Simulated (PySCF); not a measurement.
**Geometry relaxation of CH₅B**

- system: CH₅B
- method: PBE0-D3(BJ)/def2-SVP geometry optimisation, gas phase (PySCF 2.14.0)

It belongs to a series of runs on one base structure; here: H on C replaced by BH2.

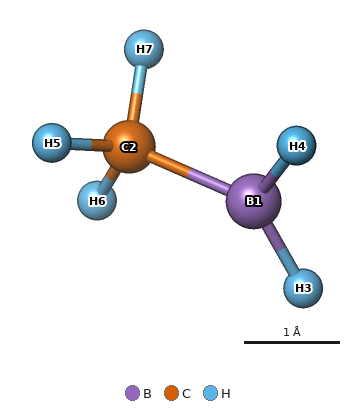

Figure 1. The input geometry (ball-and-stick view, seen at a tilt; atoms are numbered from 1 in the order of the input).

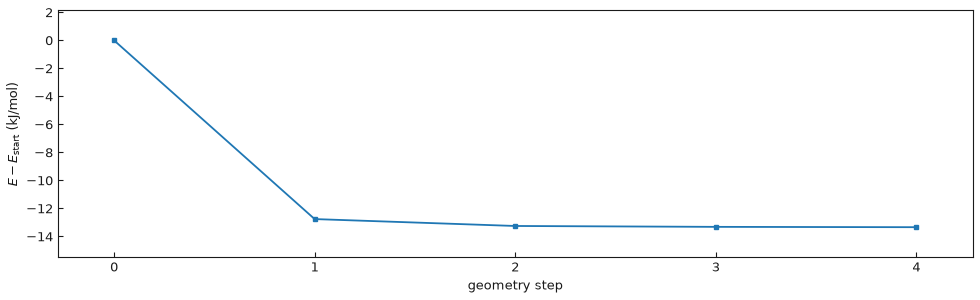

Figure 2. Progress of the relaxation, step by step (steps are counted from 0).

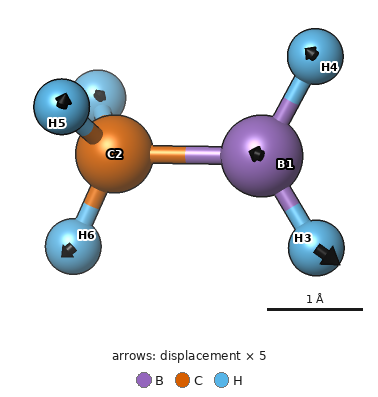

Figure 3. The starting structure with the displacements as black arrows, magnified 5 times (ball-and-stick view, seen at a tilt). The two geometries are laid on each other by the best rigid fit. The largest move after the best rigid fit is that of H3, 0.063 Å. Largest moves by element: H 0.063 Å, B 0.033 Å, C 0.013 Å. Distances before and after: B1–H3 1.128 → 1.211 Å, B1–C2 1.589 → 1.556 Å, C2–H5 1.081 → 1.106 Å, C2–H6 1.077 → 1.098 Å. Among the angles that change: H3–B1–H4 120.2° → 117.7°. Over 4 geometry steps the energy falls by 13.3 kJ/mol. The largest force component goes from 2.4 to 0.013 eV/Å. (Atoms are counted from 1 in the order of the input.)

The input and output of the run follow.

Input file:
```
{"job": {"xc": "PBE0", "basis": "def2-SVP", "d3": "d3bj", "grid": 1, "shake": 0.01, "kind": "geom"}, "charge": 0, "multiplicity": 1}
B      0.915510     0.071220     0.004110
C     -0.663190    -0.107230    -0.013980
H      1.608280    -0.809490    -0.123570
H      1.363200     1.178210     0.124350
H     -1.095160     0.267290     0.904010
H     -0.993370    -1.124400    -0.143740
H     -1.101310     0.495300    -0.801110
```

The first line tells a small driver script what to run in PySCF; the rest is the geometry in Å.

Launch command:
```bash
OMP_NUM_THREADS=1 python <driver script> task.json out
```

What the program printed:
```
step   0  E = -65.79206742  max force = 0.045948
step   1  E = -65.79692615  max force = 0.007508
step   2  E = -65.79711374  max force = 0.002065
step   3  E = -65.79713789  max force = 0.000912
step   4  E = -65.79714685  max force = 0.000258
optimisation converged
```

Trajectory as extended XYZ (Å, eV, eV/Å), 5 frames, from step=0 to step=4:
```
7
Properties=species:S:1:pos:R:3:forces:R:3 step=0 energy=-1790.29334
B     0.9155    0.0712    0.0041   -2.3627   1.5850   0.1017
C    -0.6632   -0.1072   -0.0140    1.3943  -0.1229  -0.0307
H     1.6083   -0.8095   -0.1236    1.5208  -1.7998  -0.2138
H     1.3632    1.1782    0.1244    0.1721   0.2203   0.0700
H    -1.0952    0.2673    0.9040   -0.2671   0.3888   0.7015
H    -0.9934   -1.1244   -0.1437   -0.2303  -0.7625  -0.1137
H    -1.1013    0.4953   -0.8011   -0.2271   0.4910  -0.5150
7
Properties=species:S:1:pos:R:3:forces:R:3 step=1 energy=-1790.42556
B     0.9900    0.1113   -0.0803    0.3233  -0.3861   0.0503
C    -0.5499   -0.0754   -0.0180   -0.2653  -0.0137  -0.0358
H     1.7523   -0.8395   -0.2370   -0.2132   0.3064   0.0134
H     1.4835    1.2097    0.0397   -0.0206   0.0597  -0.0141
H    -0.9548    0.3338    0.9290    0.0983   0.0088  -0.0710
H    -0.9145   -1.1069   -0.1358    0.0387   0.0484   0.0036
H    -1.0185    0.5540   -0.8013    0.0388  -0.0234   0.0537
7
Properties=species:S:1:pos:R:3:forces:R:3 step=2 energy=-1790.43066
B     0.9912    0.0984   -0.0752    0.1062  -0.0406  -0.0174
C    -0.5536   -0.0787   -0.0193   -0.0470  -0.0551  -0.0316
H     1.7633   -0.8270   -0.2399   -0.1048   0.0552   0.0146
H     1.4716    1.2051    0.0398   -0.0135   0.0242   0.0144
H    -0.9450    0.3393    0.9265    0.0334   0.0136   0.0045
H    -0.9255   -1.1060   -0.1350    0.0015   0.0040   0.0062
H    -1.0139    0.5559   -0.8006    0.0241  -0.0014   0.0094
7
Properties=species:S:1:pos:R:3:forces:R:3 step=3 energy=-1790.43132
B     0.9918    0.1014   -0.0748   -0.0234   0.0148  -0.0174
C    -0.5528   -0.0817   -0.0212    0.0165   0.0114  -0.0081
H     1.7487   -0.8272   -0.2407    0.0469  -0.0289  -0.0011
H     1.4715    1.2095    0.0434   -0.0213  -0.0154   0.0093
H    -0.9361    0.3401    0.9254   -0.0129   0.0116   0.0216
H    -0.9241   -1.1090   -0.1343    0.0042  -0.0032   0.0041
H    -1.0110    0.5538   -0.8015   -0.0100   0.0096  -0.0083
7
Properties=species:S:1:pos:R:3:forces:R:3 step=4 energy=-1790.43156
B     0.9916    0.0992   -0.0769    0.0013   0.0133   0.0063
C    -0.5531   -0.0813   -0.0215    0.0018  -0.0051  -0.0075
H     1.7546   -0.8267   -0.2409    0.0059  -0.0126  -0.0047
H     1.4675    1.2077    0.0449   -0.0052   0.0005   0.0017
H    -0.9352    0.3416    0.9258    0.0013   0.0034   0.0032
H    -0.9257   -1.1083   -0.1334   -0.0023  -0.0006   0.0020
H    -1.0117    0.5547   -0.8017   -0.0028   0.0011  -0.0009
```

Results in brief:

```tsv
quantity	value
outcome	converged
total energy	−65.797147 hartree
dipole moment	0.78 D
point group	Cs
hardware	1 CPU thread, shared host
wall time	2.7 s
peak memory	0.27 GiB
```
